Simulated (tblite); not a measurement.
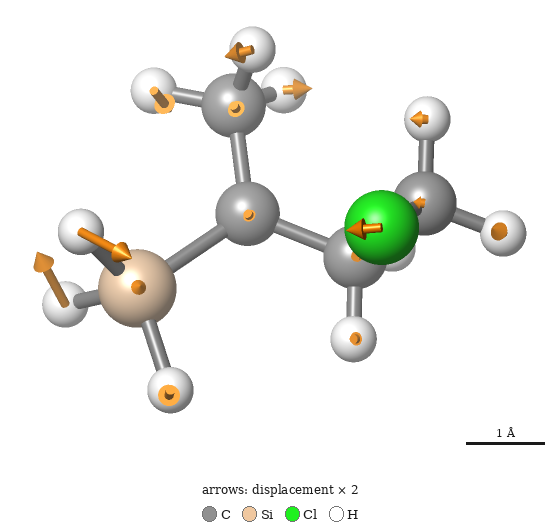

A relaxation of C4H10ClSi (multiplicity 2). The starting structure is drawn; orange arrows show the displacements, magnified 2 times. The two geometries are superimposed by the best rigid fit.

The picture is a ball-and-stick view, seen at a tilt.

These are results of GFN2-xTB geometry optimisation, gas phase in tblite 0.8.0, not measurements. 

Atoms of which element are displaced furthest, and by how much?

Hydrogen: up to 0.50 Å, against 0.24 Å for chlorine.

What happened in the run?

Over 96 geometry steps the energy falls by 0.089 eV. The largest moves after the best rigid fit, 0.50 Å, are those of H atoms. By element the largest moves are H 0.50 Å, Cl 0.24 Å, C 0.13 Å, Si 0.10 Å. Among the contacts that change: C–Si 1.821 → 1.856 Å, H–Si 1.494 → 1.468 Å, C–C 1.510 → 1.488 Å, C–H 1.103 → 1.089 Å. Among the angles between lasting bonds that change: C–Si–H 110.8° → 108.0°, H–C–H 106.7° → 109.2°, C–C–H 108.0° → 110.3°.
